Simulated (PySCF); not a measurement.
# Ge2H5O (SMILES [OH][GeH][GeH3]): UBP86/cc-pVTZ

Aim: the vertical ionisation energy of Ge2H5O at UBP86/cc-pVTZ, from 2 runs. 

The results are computed with PySCF 2.14.0.

## 1. The molecule

Ge2H5O has 8 atoms, charge 0, and is taken as a doublet. As SMILES, `[OH][GeH][GeH3]`. The shape is that of a PBE0-D4/def2-TZVP optimisation. This is one conformer, not always the lowest.

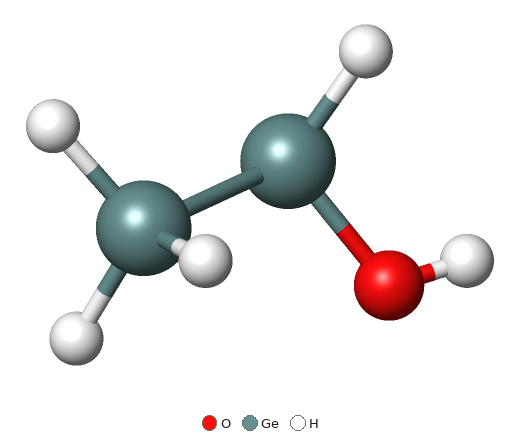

The structure, seen from a chosen angle (oxygen red, germanium teal, hydrogen white).

## 2. A single-point energy at UBP86/cc-pVTZ

The input, run.py:

```python
from pyscf import gto, dft

mol = gto.Mole()
mol.atom = '''
O     -1.182700     0.266000    -1.703900
Ge    -0.039200     1.041500    -0.560600
Ge     0.238800    -0.575100     1.245200
H     -1.080400     0.589800    -2.602300
H      1.272600     1.331400    -1.357700
H      1.212900     0.015000     2.277900
H      0.792400    -1.916000     0.730700
H     -1.122200    -0.809600     1.914900
'''
mol.spin = 1
mol.verbose = 3
mol.max_memory = 1860
mol.basis = 'cc-pvtz'
mol.build()

calc0 = dft.UKS(mol, xc='bp86')
calc0.conv_tol = 1e-10
calc0.grids.level = 4
calc0.kernel()
if not calc0.converged:
    calc0 = calc0.newton().run(calc0.mo_coeff, calc0.mo_occ)

e_final = calc0.e_tot
print('Final energy', e_final)
```

Run with:

```bash
$ OMP_NUM_THREADS=1 python run.py
```

The log of the run:

```text
WARN: HOMO -0.178470633949154 >= LUMO -0.178470633949152

converged SCF energy = -4232.86959653678  <S^2> = 0.7516993  2S+1 = 2.0016986
Final energy -4232.869596536783
```

It took 96 s on 1 thread of Arm Neoverse V1, shared host; peak memory 1.8 GiB.

## 3. The singlet cation

The input, job.py:

```python
from pyscf import gto, dft

molecule = gto.M(
    atom='''
O     -2.234979     0.502667    -3.219904
Ge    -0.074077     1.968150    -1.059380
Ge     0.451267    -1.086781     2.353087
H     -2.041660     1.114560    -4.917634
H      2.404865     2.515981    -2.565681
H      2.292049     0.028346     4.304607
H      1.497419    -3.620715     1.380823
H     -2.120651    -1.529922     3.618637
''',
    max_memory=1860,
    unit='bohr',
    charge=1,
    verbose=4,
    spin=0,
    basis='cc-pvtz',
)

mf = dft.RKS(molecule)
mf.xc = 'bp86'
mf.conv_tol = 1e-10
mf.grids.level = 4
mf.kernel()
if not mf.converged:
    mf = mf.newton().run(mf.mo_coeff, mf.mo_occ)

e_tot = mf.e_tot
print('Final energy', e_tot)
```

Run with:

```bash
$ OMP_NUM_THREADS=1 python job.py
```

The log of the run:

```text
PySCF version 2.14.0

[INPUT] num. atoms = 8
[INPUT] num. electrons = 76
[INPUT] charge = 1
[INPUT] spin (= nelec alpha-beta = 2S) = 0
[INPUT] symmetry False subgroup None
[INPUT] Mole.unit = bohr
[INPUT] Symbol           X                Y                Z      unit          X                Y                Z       unit  Magmom
[INPUT]  1 O     -1.182699953685   0.265999921082  -1.703899818150 AA   -2.234979000000   0.502667000000  -3.219904000000 Bohr   0.0
[INPUT]  2 Ge    -0.039199860253   1.041500127672  -0.560599753704 AA   -0.074077000000   1.968150000000  -1.059380000000 Bohr   0.0
[INPUT]  3 Ge     0.238800212440  -0.575099738461   1.245200015712 AA    0.451267000000  -1.086781000000   2.353087000000 Bohr   0.0
[INPUT]  4 H     -1.080399944447   0.589799752203  -2.602299844445 AA   -2.041660000000   1.114560000000  -4.917634000000 Bohr   0.0
[INPUT]  5 H      1.272599753339   1.331399808308  -1.357699915690 AA    2.404865000000   2.515981000000  -2.565681000000 Bohr   0.0
[INPUT]  6 H      1.212900097112   0.015000057221   2.277899926367 AA    2.292049000000   0.028346000000   4.304607000000 Bohr   0.0
[INPUT]  7 H      0.792400009999  -1.915999865236   0.730700063914 AA    1.497419000000  -3.620715000000   1.380823000000 Bohr   0.0
[INPUT]  8 H     -1.122200181515  -0.809599856885   1.914900234992 AA   -2.120651000000  -1.529922000000   3.618637000000 Bohr   0.0

nuclear repulsion = 423.96193925404
number of shells = 59
number of NR pGTOs = 344
number of NR cGTOs = 186
basis = cc-pvtz
ecp = {}

******** <class 'pyscf.dft.rks.RKS'> ********
method = RKS
initial guess = minao
damping factor = 0
level_shift factor = 0
DIIS = <class 'pyscf.scf.diis.CDIIS'>
diis_start_cycle = 1
diis_space = 8
diis_damp = 0
SCF conv_tol = 1e-10
SCF conv_tol_grad = None
SCF max_cycles = 50
direct_scf = True
direct_scf_tol = 1e-13
XC library pyscf.dft.libxc version 7.0.0
    S. Lehtola, C. Steigemann, M. J.T. Oliveira, and M. A.L. Marques.,  SoftwareX 7, 1–5 (2018)
XC functionals = bp86
    A. D. Becke.,  Phys. Rev. A 38, 3098 (1988)
    J. P. Perdew.,  Phys. Rev. B 33, 8822 (1986)
radial grids:
    Treutler-Ahlrichs [JCP 102, 346 (1995); DOI:10.1063/1.469408] (M4) radial grids

becke partition: Becke, JCP 88, 2547 (1988); DOI:10.1063/1.454033
pruning grids: <function nwchem_prune>
grids dens level: 4
symmetrized grids: False
atomic radii adjust function: <function treutler_atomic_radii_adjust>
small_rho_cutoff = 0
Set gradient conv threshold to 1e-05
Initial guess from minao.
tot grids = 167176
init E= -4231.71020583153
  HOMO = -0.293334419663383  LUMO = -0.178470653238822  gap/eV = 3.12560
cycle= 1 E= -4232.33648896928  delta_E= -0.626  |g|= 1.23  |ddm|= 2.23
  HOMO = -0.361853067132314  LUMO = -0.305458048396178  gap/eV = 1.53459
cycle= 2 E= -4229.25626814629  delta_E= 3.08  |g|= 3.34  |ddm|= 2.32
  HOMO = -0.470000273965647  LUMO = -0.395018404606583  gap/eV = 2.04036
cycle= 3 E= -4232.44649376892  delta_E= -3.19  |g|= 0.776  |ddm|= 2.04
  HOMO = -0.474542967312773  LUMO = -0.375299009060539  gap/eV = 2.70057
cycle= 4 E= -4232.57942813369  delta_E= -0.133  |g|= 0.151  |ddm|= 0.506
  HOMO = -0.490259106778244  LUMO = -0.399470448693137  gap/eV = 2.47049
cycle= 5 E= -4232.57893940387  delta_E= 0.000489  |g|= 0.135  |ddm|= 0.207
  HOMO = -0.485317496417316  LUMO = -0.390683431114393  gap/eV = 2.57512
cycle= 6 E= -4232.5843289336  delta_E= -0.00539  |g|= 0.0398  |ddm|= 0.101
  HOMO = -0.484512454563777  LUMO = -0.391719455263418  gap/eV = 2.52503
cycle= 7 E= -4232.58474892666  delta_E= -0.00042  |g|= 0.0118  |ddm|= 0.0319
  HOMO = -0.484793295840786  LUMO = -0.391635128030554  gap/eV = 2.53496
cycle= 8 E= -4232.58477843725  delta_E= -2.95e-05  |g|= 0.00424  |ddm|= 0.0114
  HOMO = -0.484615867753112  LUMO = -0.391527165745275  gap/eV = 2.53307
cycle= 9 E= -4232.58478432421  delta_E= -5.89e-06  |g|= 0.00099  |ddm|= 0.00454
  HOMO = -0.484630810064139  LUMO = -0.391498622487052  gap/eV = 2.53426
cycle= 10 E= -4232.58478465101  delta_E= -3.27e-07  |g|= 0.000253  |ddm|= 0.00106
  HOMO = -0.484615864433147  LUMO = -0.391506193523213  gap/eV = 2.53364
cycle= 11 E= -4232.58478467519  delta_E= -2.42e-08  |g|= 3.54e-05  |ddm|= 0.00028
  HOMO = -0.484615810793426  LUMO = -0.391504762126088  gap/eV = 2.53368
cycle= 12 E= -4232.5847846756  delta_E= -4.17e-10  |g|= 1.49e-05  |ddm|= 3.81e-05
  HOMO = -0.484616372003459  LUMO = -0.391504845992952  gap/eV = 2.53369
cycle= 13 E= -4232.58478467568  delta_E= -7.46e-11  |g|= 2.52e-06  |ddm|= 1.12e-05
  HOMO = -0.484616138393805  LUMO = -0.391505057272939  gap/eV = 2.53368
Extra cycle  E= -4232.58478467567  delta_E= 3.64e-12  |g|= 5.28e-06  |ddm|= 5.84e-06
converged SCF energy = -4232.58478467567
Final energy -4232.584784675674
```

Run time: 57 s. Hardware: 1 thread of Arm Neoverse V1, shared host; peak memory 1.8 GiB.

## 4. Results

Level: UBP86/cc-pVTZ.

| quantity | value |
| --- | --- |
| doublet Ge2H5O: total energy | -4232.86960 Eh |
| doublet Ge2H5O: dipole moment | 1.04 D |
| doublet Ge2H5O: HOMO energy (highest over α and β) | -4.80 eV |
| doublet Ge2H5O: LUMO energy (lowest over α and β) | -3.74 eV |
| doublet Ge2H5O: ⟨S²⟩ | 0.752 |
| singlet cation: total energy | -4232.58478 Eh |
| singlet cation: HOMO energy | -13.19 eV |
| singlet cation: LUMO energy | -10.65 eV |
| singlet cation: HOMO–LUMO gap | 2.53 eV |
| vertical ionisation energy (to the singlet cation) | 7.750 eV |

In words: The vertical ionisation energy comes to 7.75 eV (748 kJ/mol). Only the singlet of the ionised species was computed; a triplet could lie lower. Mulliken charges (singlet cation) run from -0.25 on O1 to +0.62 on Ge2.
